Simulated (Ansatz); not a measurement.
# Calculations on Si2NH6

Part 1: Relaxation

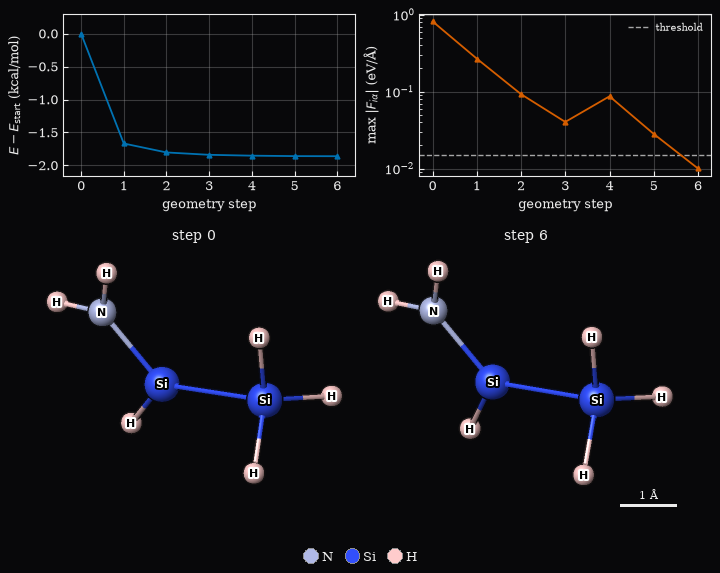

First and last geometry of a relaxation of Si₂NH₆ (charge +1), with the history of the run. The picture is a ball-and-stick view, seen from a free direction.

The run prepares an end point of a later path (torsion) calculation, from a guessed geometry.

All numbers below come from Ansatz 0.2.0, RKS B3LYP/def2-SVP. Set-up: no spin polarisation; force threshold 0.015 eV/Å; at most 40 steps.

### Did the run converge, and what did it change?

It converged. An H atom moves most after the best rigid fit: 0.16 Å. Largest moves by element: H 0.16 Å, Si 0.05 Å, N 0.04 Å. Among the contacts that change: H–Si 1.460 → 1.482 Å, Si–Si 2.362 → 2.379 Å, N–Si 1.683 → 1.668 Å, H–N 1.011 → 1.021 Å. Bond angles that change, for instance: Si–Si–H 136.7° → 127.8°, N–Si–H 102.7° → 110.6°. Over 6 geometry steps the energy falls by 1.86 kcal/mol. The largest force component goes from 0.82 to 0.01 eV/Å. The run took of the order of 17 core-seconds on a shared host.

Part 2: Relaxation

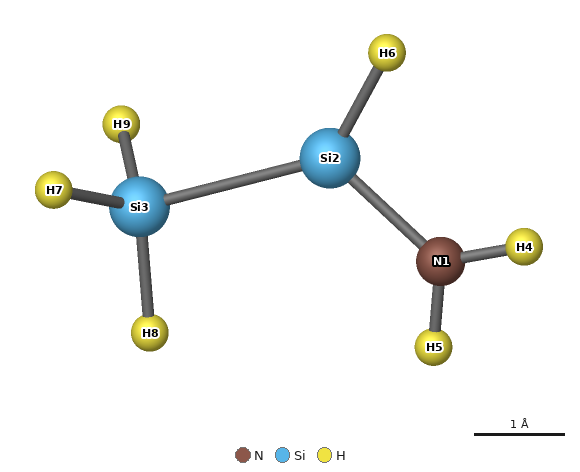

Si2NH6 (charge +1), before the relaxation. Style: ball-and-stick. Shown at a tilt.

The run prepares an end point of a later path (torsion) calculation, from a guessed geometry.

All numbers below come from RKS B3LYP/def2-SVP (Ansatz).

Input
```yaml
crystal:
  periodic: [false, false, false]
  atoms:
    - { symbol: "N", position_ang: [-0.88117, 0.98334, -1.28046] }
    - { symbol: Si, position_ang: [0.23328, 0.82948, -0.02901] }
    - { symbol: Si, position_ang: [1.49046, 2.69414, 0.69481] }
    - { symbol: H, position_ang: [-1.45119, 0.22885, -1.63916] }
    - { symbol: H, position_ang: [-1.07823, 1.84173, -1.78308] }
    - { symbol: H, position_ang: [0.12332, -0.5816, 0.3276] }
    - { symbol: H, position_ang: [1.14198, 2.88585, 2.10294] }
    - { symbol: H, position_ang: [1.04724, 3.8027, -0.15764] }
    - { symbol: H, position_ang: [2.89262, 2.33612, 0.47753] }
total_charge: 1
basis:
  gaussian: { orbitals: def2-SVP }
hamiltonian:
  xc: b3lyp
relax:
  f_tol: 0.015
  max_steps: 40
output:
  orbitals: {}
```

Launched with:
```bash
ansatz run input.yaml --threads 1 --pin off --max-ram 2048MiB --backend cpu --events-out ev --progress --plain --runs-dir out
```

**Where does the relaxation end?**

After 7 geometry steps the energy has fallen by 1.84 kcal/mol. The largest force component goes from 0.8 to 0.0022 eV/Å. H6 moves most after the best rigid fit: 0.16 Å. By element the largest moves are H 0.16 Å, Si 0.05 Å, N 0.04 Å. Near-neighbour distances that change, for instance: Si2–H6 1.460 → 1.482 Å, Si2–Si3 2.362 → 2.378 Å, Si3–H8 1.467 → 1.483 Å, N1–Si2 1.683 → 1.668 Å. Among the angles between lasting bonds that change: Si3–Si2–H6 136.7° → 127.8°, N1–Si2–H6 102.7° → 110.6°. The run took of the order of 19 core-seconds on a shared host.

Final geometry:

```xyz
9

N    -0.9020    0.9960   -1.3076
Si    0.2032    0.8464   -0.0674
Si    1.4867    2.7007    0.6883
H    -1.4694    0.2208   -1.6565
H    -1.0929    1.8660   -1.8065
H     0.2355   -0.5462    0.4373
H     1.1163    2.8308    2.1191
H     1.0500    3.8321   -0.1644
H     2.8910    2.2739    0.4713
```

The end point in the same view:

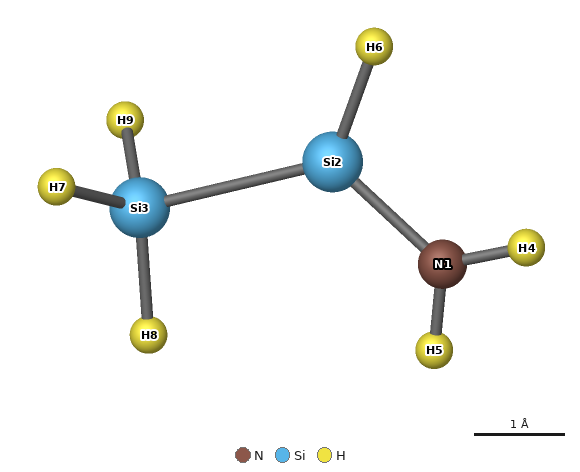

Part 3: Path

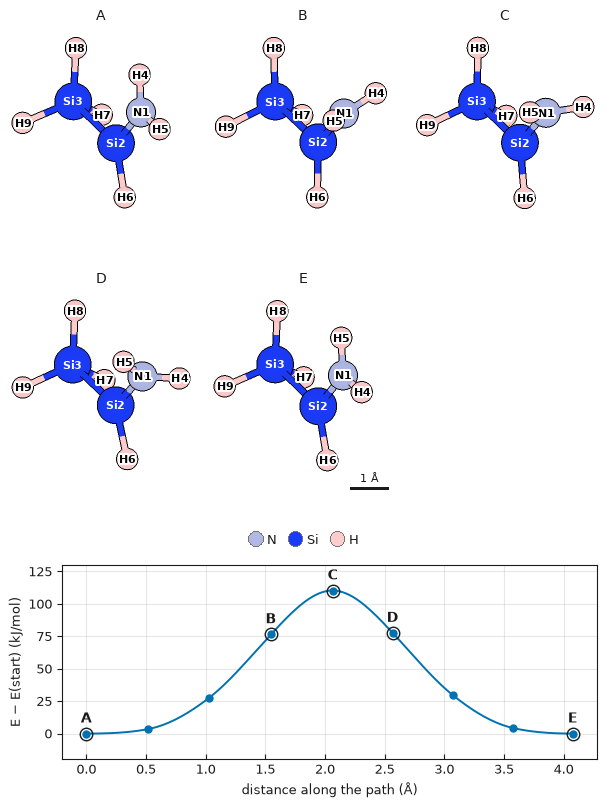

A nudged-elastic-band calculation for Si$_{2}$NH$_{6}$ (charge +1). Images are numbered from 0 (start) to 8 (end). Frames A to E are images 0, 3, 4, 5, 8. Style: ball-and-stick. Shown from a free direction.

Computed with RKS B3LYP/def2-SVP (Ansatz 0.2.0).

The input:
```yaml
crystal:
  periodic: [false, false, false]
  atoms:
    - { symbol: "N", position_ang: [-0.907375, 0.975715, -1.306111] }
    - { symbol: Si, position_ang: [0.196943, 0.82153, -0.065565] }
    - { symbol: Si, position_ang: [0.559886, -1.25949, 1.027792] }
    - { symbol: H, position_ang: [-1.480088, 0.210479, -1.664305] }
    - { symbol: H, position_ang: [-1.088203, 1.853586, -1.796897] }
    - { symbol: H, position_ang: [0.858141, 2.118729, 0.208779] }
    - { symbol: H, position_ang: [1.998972, -1.537, 0.797006] }
    - { symbol: H, position_ang: [-0.363287, -2.203439, 0.353378] }
    - { symbol: H, position_ang: [0.225001, -0.980099, 2.445902] }
total_charge: 1
basis:
  gaussian: { orbitals: def2-SVP }
hamiltonian:
  xc: b3lyp
neb:
  order_check: false
  images: 7
  f_tol: 0.05
  max_iterations: 57
  initial_path: idpp
  final_atoms:
    - { symbol: "N", position_ang: [-0.90731309, 0.97577108, -1.30599848] }
    - { symbol: Si, position_ang: [0.19672301, 0.82130615, -0.06536085] }
    - { symbol: Si, position_ang: [0.55979079, -1.25959608, 1.0277559] }
    - { symbol: H, position_ang: [-1.08782992, 1.85390566, -1.79686041] }
    - { symbol: H, position_ang: [-1.48040188, 0.21095582, -1.66492637] }
    - { symbol: H, position_ang: [0.85807995, 2.11840431, 0.20877884] }
    - { symbol: H, position_ang: [1.99892823, -1.53682607, 0.79698166] }
    - { symbol: H, position_ang: [-0.36324527, -2.20386602, 0.35370117] }
    - { symbol: H, position_ang: [0.22525818, -0.98004384, 2.44590755] }
```

Launched with:
```bash
ansatz run input.yaml --threads 1 --pin off --max-ram 2048MiB --backend cpu --events-out ev --progress --plain --runs-dir out
```

> Read off the barrier and say what moves.

The motion is a rotation about the N1–Si2 bond by about 180°. No bond forms or breaks between the ends. Among the angles between lasting bonds that change up to the highest image: Si3–Si2–H6 127.8° → 118.7°, N1–Si2–H6 110.6° → 117.9°. The two ends have the same energy, and the highest point, image 4, lies 110.3 kJ/mol above the start. The band converged in 8 iterations. The largest component of the band force went from 0.61 to 0.036 eV/Å. The climbing image converged on the top of the path. Its vibrational analysis gives 2 imaginary modes over 30i cm⁻¹, so it isn't confirmed as a transition state.

The run took of the order of 2.3 core-minutes on a shared host.
